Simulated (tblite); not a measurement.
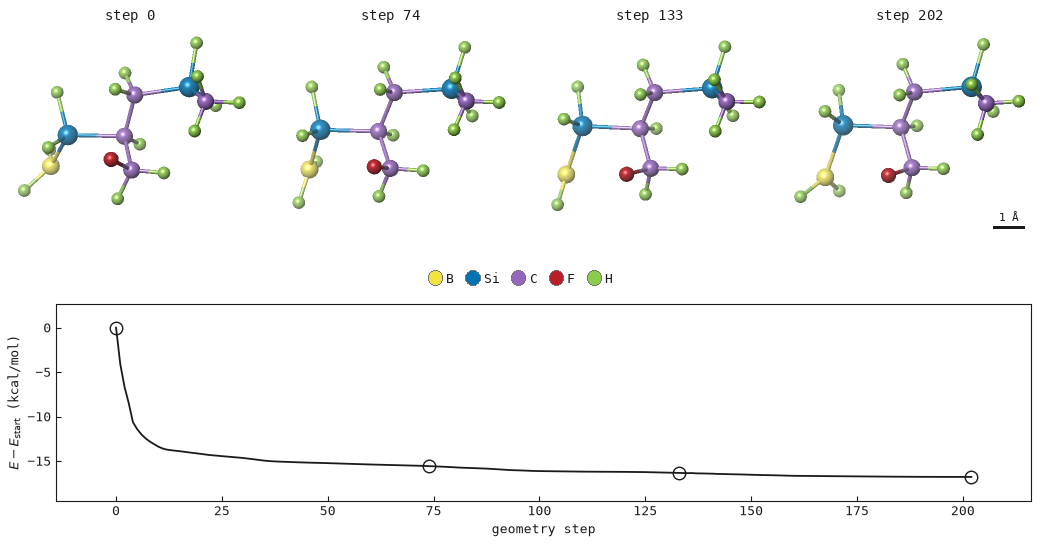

Frames of a relaxation of C4H14BFSi2, marked on the history of the run. The picture is a ball-and-stick view, seen from a free direction.

All numbers below come from tblite 0.8.0, GFN2-xTB geometry optimisation, gas phase. 

**Describe the path.**

The largest move after the best rigid fit is that of an H atom, 1.54 Å. By element the largest moves are H 1.54 Å, F 0.80 Å, B 0.69 Å, C 0.53 Å, Si 0.43 Å. Near-neighbour distances that change, for instance: C–Si 1.849 → 1.912 Å, C–Si 1.886 → 1.937 Å, C–H 1.136 → 1.091 Å, B–Si 1.912 → 1.954 Å. Bond angles that change, for instance: B–Si–H 109.0° → 115.7°, Si–C–C 104.7° → 111.3°, H–C–H 113.4° → 107.2°. Groups turn about C–Si by about 50°, C–Si by about 20°. The energy falls by 16.8 kcal/mol in 202 geometry steps. From step 0 to 74: an H atom moves most (0.64 Å), energy −15.6 kcal/mol. From step 74 to 133: an H atom moves most (0.60 Å), energy −0.76 kcal/mol. From step 133 to 202: an H atom moves most (0.75 Å), energy −0.46 kcal/mol.

```json
{"step": "0", "E − E(0), kcal/mol": "0.00"}
{"step": "1", "E − E(0), kcal/mol": "-4.10"}
{"step": "2", "E − E(0), kcal/mol": "-6.65"}
{"step": "3", "E − E(0), kcal/mol": "-8.50"}
{"step": "4", "E − E(0), kcal/mol": "-10.65"}
{"step": "5", "E − E(0), kcal/mol": "-11.42"}
{"step": "6", "E − E(0), kcal/mol": "-12.01"}
{"step": "7", "E − E(0), kcal/mol": "-12.47"}
{"step": "8", "E − E(0), kcal/mol": "-12.81"}
{"step": "9", "E − E(0), kcal/mol": "-13.11"}
{"step": "10", "E − E(0), kcal/mol": "-13.39"}
{"step": "20", "E − E(0), kcal/mol": "-14.20"}
{"step": "30", "E − E(0), kcal/mol": "-14.66"}
{"step": "40", "E − E(0), kcal/mol": "-15.10"}
{"step": "50", "E − E(0), kcal/mol": "-15.24"}
{"step": "61", "E − E(0), kcal/mol": "-15.41"}
{"step": "71", "E − E(0), kcal/mol": "-15.53"}
{"step": "81", "E − E(0), kcal/mol": "-15.74"}
{"step": "91", "E − E(0), kcal/mol": "-15.97"}
{"step": "101", "E − E(0), kcal/mol": "-16.14"}
{"step": "111", "E − E(0), kcal/mol": "-16.20"}
{"step": "121", "E − E(0), kcal/mol": "-16.23"}
{"step": "131", "E − E(0), kcal/mol": "-16.32"}
{"step": "141", "E − E(0), kcal/mol": "-16.43"}
{"step": "151", "E − E(0), kcal/mol": "-16.56"}
{"step": "162", "E − E(0), kcal/mol": "-16.68"}
{"step": "172", "E − E(0), kcal/mol": "-16.72"}
{"step": "182", "E − E(0), kcal/mol": "-16.76"}
{"step": "192", "E − E(0), kcal/mol": "-16.79"}
{"step": "202", "E − E(0), kcal/mol": "-16.80"}
```
